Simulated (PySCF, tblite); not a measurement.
# C₂H₉FN₂Si₂: geometry, infrared bands and NMR shifts

What infrared bands and NMR shifts should C₂H₉FN₂Si₂ (`C=NC[SiH2]N[SiH2]F`) show?

Computed with tblite 0.8.0 and PySCF 2.14.0, with density-fitted response routines of our own, on a single molecule in the gas phase. Atoms count from 0, in the outputs and in this text.

**1. The molecule as given**

16 atoms, charge 0, multiplicity 1; geometry from: force field or distance geometry start.

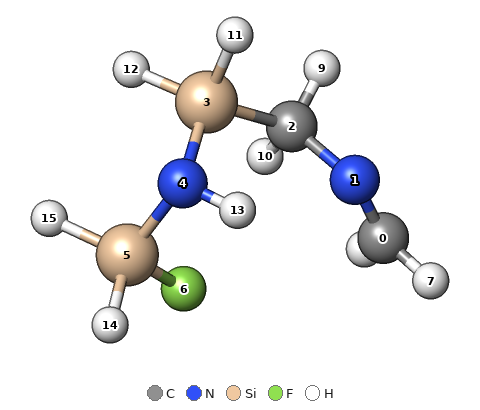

As it starts; carbon grey, nitrogen blue, silicon light orange, fluorine green, hydrogen white, atoms numbered.

**2. Optimising the geometry with GFN2-xTB**

The job: settings as JSON, then the geometry in Å.

```
{"job": {"kind": "relax", "xc": "GFN2-xTB", "basis": "xTB"}, "charge": 0, "multiplicity": 1}
C     -1.679800     1.878500    -0.465900
N     -1.147700     1.271500     0.513400
C     -1.308200    -0.201300     0.502400
Si     0.286000    -1.018200     1.038900
N      1.660000    -0.220400     0.455600
Si     1.867100    -0.557000    -1.193000
F      0.596600    -0.000800    -1.988000
H     -1.603700     2.982800    -0.530500
H     -2.242300     1.375400    -1.271700
H     -2.124800    -0.476600     1.194100
H     -1.589500    -0.574100    -0.497300
H      0.395300    -0.947500     2.523600
H      0.316800    -2.461700     0.690800
H      1.468100     0.774100     0.537000
H      3.064600     0.192000    -1.644800
H      2.033800    -2.007700    -1.413300
```

Run with:

```console
$ OMP_NUM_THREADS=1 python probes_run.py task.json out
```

One launch serves the whole session: the jobs run in the order shown.

Log:

```text
step      E/eV     max force
  0    -624.82495    2.778
  1    -625.01631    0.980
  2    -625.06807    0.982
  3    -625.10120    0.645
  4    -625.15474    0.907
  5    -625.20415    0.681
  6    -625.22584    0.438
  7    -625.24511    0.356
  8    -625.26785    0.535
  9    -625.29511    0.681
 10    -625.32029    0.597
 11    -625.33900    0.463
 12    -625.35125    0.429
 13    -625.36195    0.375
 14    -625.37217    0.228
 15    -625.38076    0.269
 16    -625.38912    0.288
 17    -625.39817    0.299
 18    -625.40744    0.406
 19    -625.41280    0.520
 20    -625.42222    0.265
 21    -625.42800    0.222
 22    -625.43544    0.149
 23    -625.43960    0.169
 24    -625.44439    0.207
 25    -625.44763    0.206
 26    -625.45066    0.186
 27    -625.45339    0.137
 28    -625.45653    0.147
 29    -625.45944    0.144
 30    -625.46149    0.096
 31    -625.46276    0.088
 32    -625.46384    0.068
 33    -625.46481    0.069
 34    -625.46562    0.098
 35    -625.46632    0.083
 36    -625.46692    0.073
 37    -625.46744    0.056
 38    -625.46787    0.058
 39    -625.46824    0.051
 40    -625.46860    0.050
 41    -625.46904    0.059
 42    -625.46953    0.072
 43    -625.47005    0.074
 44    -625.47055    0.087
 45    -625.47107    0.073
 46    -625.47167    0.090
 47    -625.47241    0.102
 48    -625.47324    0.076
 49    -625.47405    0.161
 50    -625.47467    0.090
 51    -625.47550    0.117
 52    -625.47646    0.078
 53    -625.47701    0.048
 54    -625.47739    0.053
 55    -625.47776    0.060
 56    -625.47817    0.057
 57    -625.47866    0.059
 58    -625.47913    0.055
 59    -625.47952    0.040
 60    -625.47985    0.046
 61    -625.48018    0.050
 62    -625.48056    0.076
 63    -625.48104    0.059
 64    -625.48156    0.063
 65    -625.48208    0.056
 66    -625.48248    0.050
 67    -625.48281    0.059
 68    -625.48309    0.041
 69    -625.48336    0.036
 70    -625.48357    0.037
 71    -625.48373    0.035
 72    -625.48386    0.024
 73    -625.48397    0.022
 74    -625.48406    0.022
 75    -625.48413    0.023
 76    -625.48419    0.023
 77    -625.48427    0.029
 78    -625.48437    0.033
 79    -625.48447    0.028
 80    -625.48454    0.015
 81    -625.48458    0.013
 82    -625.48463    0.022
 83    -625.48469    0.035
 84    -625.48479    0.040
 85    -625.48488    0.029
 86    -625.48494    0.020
 87    -625.48498    0.016
 88    -625.48503    0.023
 89    -625.48510    0.029
 90    -625.48518    0.025
 91    -625.48525    0.023
 92    -625.48530    0.021
 93    -625.48533    0.019
 94    -625.48539    0.020
 95    -625.48547    0.026
 96    -625.48557    0.025
 97    -625.48564    0.018
 98    -625.48569    0.019
 99    -625.48573    0.022
100    -625.48580    0.020
101    -625.48591    0.032
102    -625.48602    0.038
103    -625.48611    0.030
104    -625.48617    0.022
105    -625.48624    0.022
106    -625.48634    0.039
107    -625.48650    0.058
108    -625.48670    0.056
109    -625.48690    0.042
110    -625.48713    0.056
111    -625.48747    0.054
112    -625.48788    0.066
113    -625.48823    0.110
114    -625.48832    0.093
115    -625.48848    0.035
116    -625.48853    0.038
117    -625.48858    0.017
118    -625.48861    0.020
119    -625.48865    0.035
120    -625.48869    0.029
121    -625.48872    0.018
122    -625.48876    0.012
123    -625.48878    0.012
124    -625.48880    0.010
125    -625.48881    0.009
```

Run time: 1.6 s. Hardware: 1 thread of Arm Neoverse N1, shared host; peak memory 0.18 GiB.

Step by step: (not every step is listed)

```tsv
step	energy from step 0 (eV)	largest force (eV/Å)
0	0.0000	2.7776
1	-0.1914	0.9801
2	-0.2431	0.9822
3	-0.2763	0.6453
4	-0.3298	0.9071
5	-0.3792	0.6807
6	-0.4009	0.4376
7	-0.4202	0.3561
8	-0.4429	0.5353
19	-0.5879	0.5196
30	-0.6365	0.0956
41	-0.6441	0.0589
52	-0.6515	0.0781
63	-0.6561	0.0592
74	-0.6591	0.0217
85	-0.6599	0.0289
96	-0.6606	0.0255
107	-0.6616	0.0580
118	-0.6637	0.0196
120	-0.6637	0.0292
121	-0.6638	0.0176
122	-0.6638	0.0115
123	-0.6638	0.0117
124	-0.6639	0.0102
125	-0.6639	0.0092
```

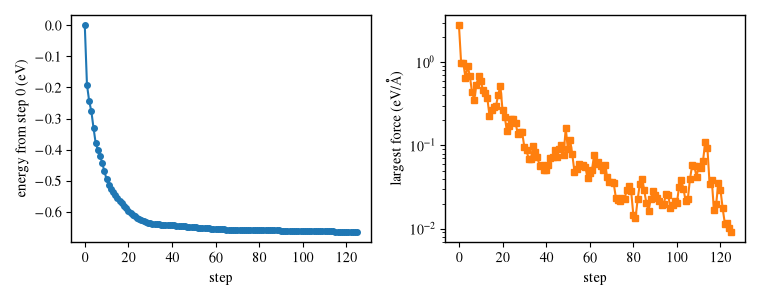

Energy and largest force along the relaxation.

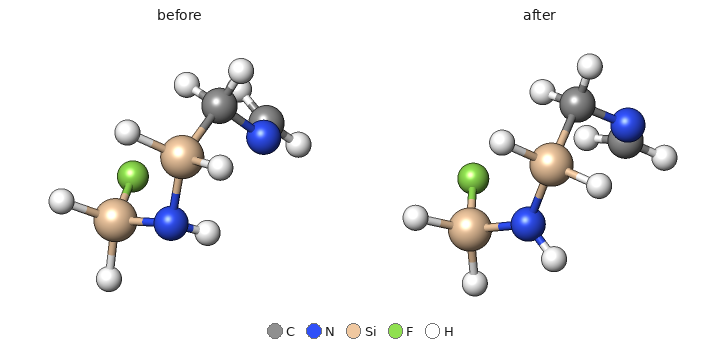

Before and after, at one scale.

Close pairs (by a distance rule), those that changed most:

```tsv
bond	before (Å)	after (Å)	change (Å)
N1–C2	1.482	1.421	-0.061
C2–Si3	1.870	1.917	+0.047
Si3–N4	1.693	1.739	+0.047
Si5–H14	1.483	1.452	-0.031
Si3–H11	1.490	1.460	-0.031
C0–H7	1.109	1.080	-0.028
N4–Si5	1.695	1.721	+0.026
Si5–H15	1.477	1.453	-0.023
```

The end geometry stands in the next job.

**3. Infrared spectrum with GFN2-xTB**

The job: settings as JSON, then the geometry in Å.

```
{"job": {"kind": "ir", "xc": "GFN2-xTB", "basis": "xTB"}, "charge": 0, "multiplicity": 1}
C     -1.499222     1.857209    -0.312669
N     -1.642139     1.079969     0.660400
C     -1.544869    -0.326034     0.481071
Si     0.145909    -0.880607     1.193449
N      1.436718    -0.211138     0.239600
Si     1.853988    -0.537659    -1.398057
F      0.562257    -0.320738    -2.336261
H     -1.541299     2.921324    -0.130190
H     -1.338087     1.531456    -1.345519
H     -2.346653    -0.794239     1.053778
H     -1.632652    -0.632631    -0.571561
H      0.339617    -0.355257     2.541694
H      0.225513    -2.342477     1.115243
H      1.971101     0.511383     0.690594
H      2.825485     0.449264    -1.833858
H      2.176734    -1.940883    -1.596259
```

Log:

```text
mode    cm-1     km/mol
  1     -35.9     12.54
  2      29.8      6.62
  3      46.7      1.97
  4      88.4      2.44
  5     131.8     21.52
  6     171.8     19.90
  7     196.0     18.71
  8     231.6     29.14
  9     302.1      5.84
 10     431.3      3.98
 11     488.5     45.41
 12     531.6    128.55
 13     591.3     27.41
 14     594.6     20.20
 15     629.0     18.74
 16     689.3     82.00
 17     706.8    184.21
 18     738.6    179.89
 19     745.3    218.43
 20     770.0    200.17
 21     788.0      7.04
 22     818.1    218.78
 23     850.2    291.42
 24     965.6      8.51
 25     994.0    255.99
 26    1029.7     44.41
 27    1116.1      2.97
 28    1193.9     27.12
 29    1198.1    262.31
 30    1248.6     32.05
 31    1422.5     10.47
 32    1453.1      6.48
 33    1732.2     24.75
 34    2231.9    303.21
 35    2290.4    279.87
 36    2334.7    394.26
 37    2352.4    180.52
 38    2853.7     53.01
 39    2887.6    103.25
 40    2970.6     40.00
 41    3067.1     36.42
 42    3496.8      2.35
```

Wall time 0.99 s (1 thread of Arm Neoverse N1, shared host); peak memory 0.18 GiB.

The strongest bands and the atoms that carry them (share of the mass-weighted mode):

```tsv
cm⁻¹	km/mol	atoms
745	218.4	H15 44 %, H14 29 %
818	218.8	H10 18 %, F6 18 %, H9 17 %, Si5 16 %
850	291.4	Si5 19 %, Si3 17 %, F6 12 %, H9 11 %
994	256.0	N4 52 %, H13 23 %, Si5 14 %
1198	262.3	H13 70 %, N4 24 %
2232	303.2	H12 96 %
2290	279.9	H11 96 %
2335	394.3	H15 82 %, H14 13 %
```

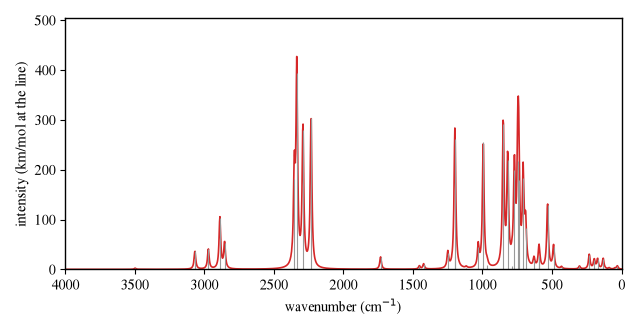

The infrared spectrum from these modes, unscaled. Lines are broadened to a width of 14 cm⁻¹ (Lorentzian).

**4. NMR shieldings: PBE0/pcSseg-1**

Same as in step 3 but for these lines:

```diff
@@ -1,2 +1,2 @@
-{"job": {"kind": "ir", "xc": "GFN2-xTB", "basis": "xTB"}, "charge": 0, "multiplicity": 1}
+{"job": {"kind": "nmr", "xc": "PBE0", "basis": "pcSseg-1"}, "charge": 0, "multiplicity": 1}
 C     -1.499222     1.857209    -0.312669
```

Level: GIAO PBE0/pcSseg-1 NMR shielding, non-relativistic, gas phase.

Log:

```text
coarse grid: 14216 points
cycle   1  E = -869.2922443035  dE =  6.064e-01  |g| = 6.898e-01  |ddm| = 3.573e+00
cycle   2  E = -869.2028634730  dE =  8.938e-02  |g| = 1.004e+00  |ddm| = 1.264e+00
cycle   3  E = -869.3799408764  dE = -1.771e-01  |g| = 8.283e-02  |ddm| = 7.747e-01
cycle   4  E = -869.3808058310  dE = -8.650e-04  |g| = 5.241e-02  |ddm| = 8.015e-02
cycle   5  E = -869.3813666838  dE = -5.609e-04  |g| = 1.308e-02  |ddm| = 4.107e-02
cycle   6  E = -869.3814021580  dE = -3.547e-05  |g| = 2.989e-03  |ddm| = 1.295e-02
cycle   7  E = -869.3814043229  dE = -2.165e-06  |g| = 4.718e-04  |ddm| = 3.187e-03
final grid: 128208 points
cycle   8  E = -869.4219740098  dE = -2.910e-05  |g| = 7.498e-03  |ddm| = 2.068e-02
cycle   9  E = -869.4219637994  dE =  1.021e-05  |g| = 1.019e-02  |ddm| = 1.454e-02
cycle  10  E = -869.4219869176  dE = -2.312e-05  |g| = 1.486e-03  |ddm| = 8.354e-03
cycle  11  E = -869.4219873853  dE = -4.677e-07  |g| = 3.522e-04  |ddm| = 1.092e-03
cycle  12  E = -869.4219874068  dE = -2.151e-08  |g| = 1.456e-04  |ddm| = 3.095e-04
cycle  13  E = -869.4219874113  dE = -4.479e-09  |g| = 3.051e-05  |ddm| = 1.303e-04
cycle  14  E = -869.4219874115  dE = -1.910e-10  |g| = 7.423e-06  |ddm| = 2.775e-05
converged SCF energy = -869.4219874115

GIAO shielding tensors (ppm)
atom      isotropic    diamagn.    paramagn.     s11        s22        s33       span
  0 C       31.153     256.685    -225.532    -68.625     45.420    116.664    185.288
  1 N     -132.568     328.217    -460.785   -523.559   -151.051    276.907    800.466
  2 C      127.826     255.370    -127.545    107.073    114.960    161.444     54.371
  3 Si     384.206     881.189    -496.983    328.707    400.482    423.430     94.722
  4 N      235.820     327.181     -91.361    184.137    249.449    273.873     89.736
  5 Si     366.600     879.599    -512.999    341.369    368.531    389.899     48.529
  6 F      341.279     474.294    -133.015    275.445    343.318    405.074    129.629
  7 H       24.474      30.084      -5.611     23.135     24.170     26.116      2.981
  8 H       23.927      32.887      -8.960     20.501     24.237     27.041      6.540
  9 H       27.676      30.673      -2.997     24.675     26.690     31.663      6.988
 10 H       28.205      33.967      -5.762     25.342     28.143     31.130      5.788
 11 H       27.018      29.902      -2.884     23.146     25.480     32.429      9.283
 12 H       26.721      30.000      -3.279     22.908     25.537     31.719      8.811
 13 H       30.594      33.774      -3.181     23.375     26.937     41.470     18.095
 14 H       26.832      28.888      -2.057     23.206     24.540     32.749      9.543
 15 H       26.645      28.916      -2.270     23.046     24.795     32.095      9.049
```

Run time: 63 s. Hardware: 1 thread of Arm Neoverse N1, shared host; peak memory 0.82 GiB.

Shifts follow as δ = σ(reference) − σ, with reference shieldings (ppm) from runs at the same level and on the same kind of geometry: 1H TMS 31.72, 13C TMS 186.9, 29Si TMS 349.2, 19F CFCl3 170.9, 15N NH3 267.7. The references are single molecules in the gas phase, so shifts against H2O, NH3, PH3, H3PO4 or CFCl3 are not on the usual liquid scales and can be off by tens of ppm. Atoms listed in one row are averaged.

```tsv
atoms	environment	σ (ppm)	δ (ppm)	δ scaled to CDCl3
C0	C=N carbon	31.2	155.8	150.1
C2	sp3 CH2 bonded to N and Si	127.8	59.1	55.8
H8	hydrogen on a C=N carbon	23.93	7.79	7.45
H7	hydrogen on a C=N carbon	24.47	7.24	6.93
H14, H15	hydrogen on a silicon bonded to F, N	26.74	4.98	–
H11, H12	hydrogen on a silicon bonded to C, N	26.87	4.85	–
H9, H10	hydrogen on an sp3 CH2 bonded to N and Si	27.94	3.78	3.67
H13	hydrogen on a nitrogen bonded to 2 Si	30.59	1.12	–
N1	imine nitrogen	-132.6	400.3	–
N4	nitrogen bonded to 2 Si, H	235.8	31.9	–
Si5	silicon bonded to F, N, 2 H	366.6	-17.4	–
Si3	silicon bonded to C, N, 2 H	384.2	-35.0	–
F6	fluorine bonded to Si	341.3	-170.3	–
```

The scaled column applies a straight-line fit of computed shieldings to shifts measured in CDCl3, and one for carbons that bear F (root-mean-square error 0.16 ppm for H, 1.9 ppm for C).

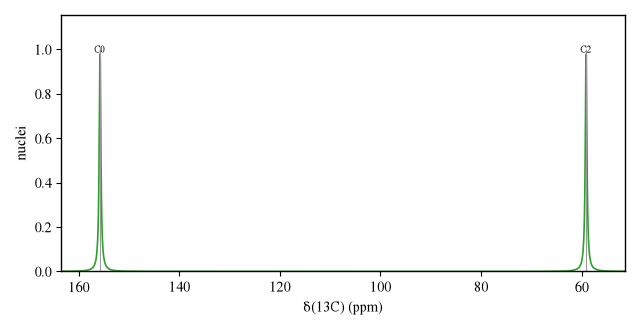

13C lines at the computed shifts, without couplings. Lines are broadened to a width of 0.39 ppm (Lorentzian).

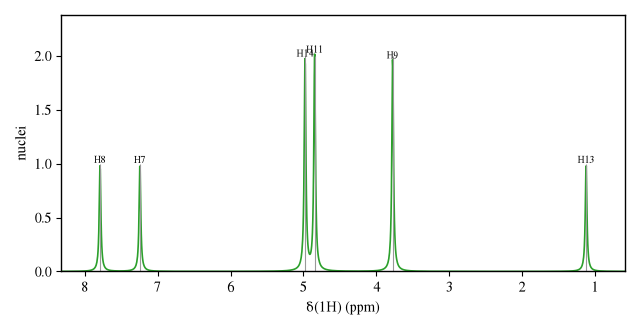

1H lines at the computed shifts, without couplings. Lines are broadened to a width of 0.03 ppm (Lorentzian).

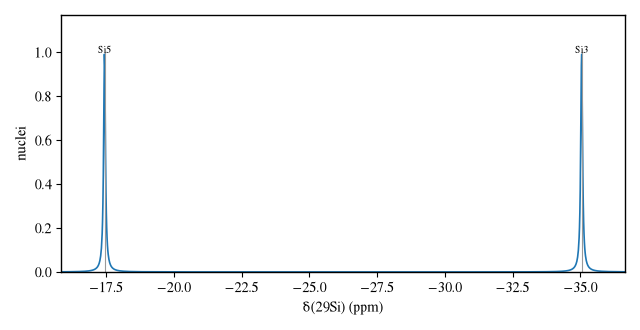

29Si lines at the computed shifts, without couplings. Lines are broadened to a width of 0.08 ppm (Lorentzian).

Charges from the same density, by scheme (e):

```tsv
atoms	Mulliken	IAO	Hirshfeld	ESP fit
C0	-0.02	-0.14	-0.01	0.18
N1	-0.41	-0.25	-0.15	-0.50
C2	-0.33	-0.44	-0.12	-0.01
Si3	0.76	0.90	0.38	0.36
N4	-0.84	-0.95	-0.33	-0.69
Si5	1.01	1.17	0.45	0.62
F6	-0.44	-0.55	-0.21	-0.28
```

Mulliken charges:

C0 -0.02; N1 -0.41; C2 -0.33; Si3 0.76; N4 -0.84; Si5 1.01; F6 -0.44; H7 0.12; H8 0.10; H9 0.15; H10 0.13; H11 -0.09; H12 -0.09; H13 0.23; H14 -0.14; H15 -0.14

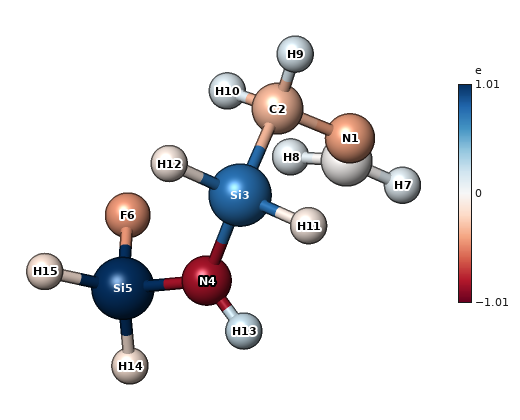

Mulliken charges, as colours on the atoms.

Mayer bond orders: C0–N1 1.94, N1–C2 0.97, C2–Si3 0.86, Si3–N4 0.93, N4–Si5 1.02, Si5–F6 0.90.

Orbitals, density, ELF and potential are computed afterwards from the orbital file.

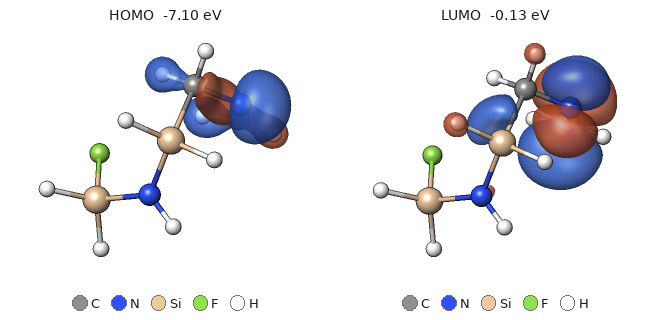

Frontier orbitals at PBE0/pcSseg-1; each surface holds 70 % of the orbital's density, blue and red mark the sign.

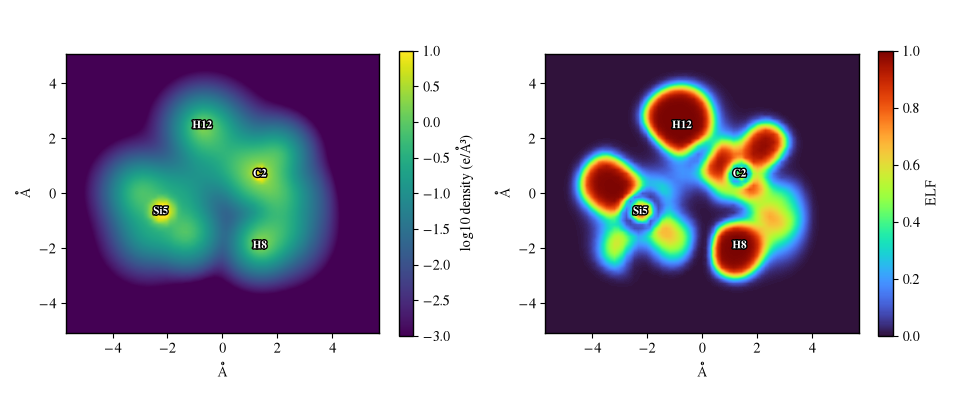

Density (left) and ELF (right) in a plane through or near 4 of the atoms.

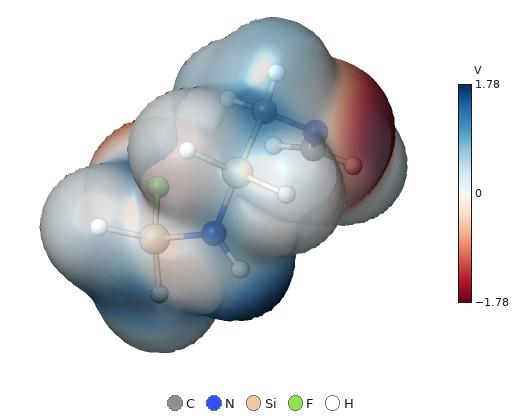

The potential that a unit positive charge feels on the 0.002 e/bohr³ surface, from -1.65 V near N1 to 1.78 V near H13.

**5. Results**

| quantity | value |
| --- | --- |
| strongest single infrared mode (GFN2-xTB) | 2335 cm⁻¹, 394 km/mol |
| zero-point energy (GFN2-xTB) | 67.8 kcal/mol |
| 13C shifts against TMS (PBE0/pcSseg-1) | 155.8, 59.1 ppm |
| 1H shifts against TMS (PBE0/pcSseg-1, means over atoms taken as alike) | 7.79, 7.24, 4.98, 4.85, 3.78, 1.12 ppm |
| 15N shifts against NH3 (PBE0/pcSseg-1) | 400.3, 31.9 ppm |
| 29Si shifts against TMS (PBE0/pcSseg-1) | -17.4, -35.0 ppm |
| 19F shifts against CFCl3 (PBE0/pcSseg-1) | -170.3 ppm |
| surface potential, least and greatest | -1.65 V and 1.78 V |

What this shows: Relaxing lowered the energy by 0.664 eV in 125 steps; the close pair that moved most is N1–C2, from 1.482 to 1.421 Å. The lowest mode is imaginary (36i cm⁻¹), so the xTB geometry is not a minimum. The strongest single mode, at 2335 cm⁻¹, moves mainly H15. Unscaled tight-binding wavenumbers are off by several per cent, some by more. Its intensities can rank the bands wrongly. At PBE0/pcSseg-1: Shielding is most anisotropic at N1 (span 800 ppm, paramagnetic term -461 ppm).
